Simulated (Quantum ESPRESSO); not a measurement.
# Voltage at the next charge: Au(111), 5 layers against an electrode

How the rows were computed: Quantum ESPRESSO 7.5, PBE, GBRV ultrasoft; ESM with bc3, a metal electrode 5.87 Å above the top atoms; cell area 7.208 Å²; ions fixed. V is the potential energy of an electron at the electrode over the slab's Fermi level, divided by e, so that it equals the work function at zero charge; positive charge removes electrons.

| charge (e a cell) | V (V) |
| --- | --- |
| 0 | 5.338 |
| 0.0108 | 6.532 |
| 0.0216 | 7.740 |

**Question.** What is V at a charge of 0.0432 e, and what capacitance do the rows imply?

**Fit.** The last two rows give dV/dq = (7.740 − 6.532)/(0.0216 − 0.0108) = 111.9 V/e, so C = 1602/(7.208 × 111.9) = 1.99 µF/cm², an effective gap of 8.854/1.99 = 4.46 Å. At constant C, V = 7.740 + 111.9 × 0.0216 = 10.16 V.

**The withheld run.** V = 10.178 V; the estimate misses by −0.02 V, 0.9 % of the step. Over the three intervals C goes 2.01, 1.99 and 1.97 µF/cm².

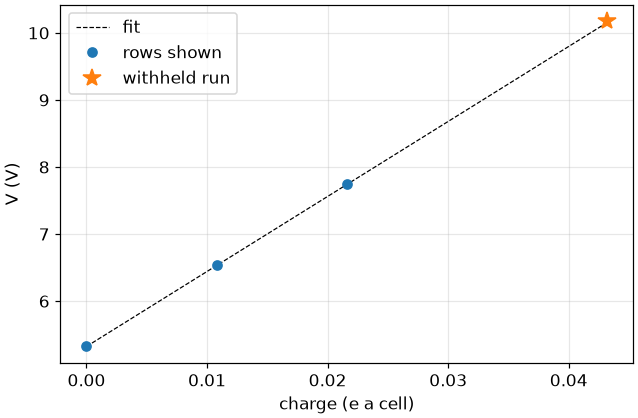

The rows shown, the fit and the withheld run.

Caveats: Vacuum fills the gap; a dielectric or electrolyte would change C. The slab is thin.
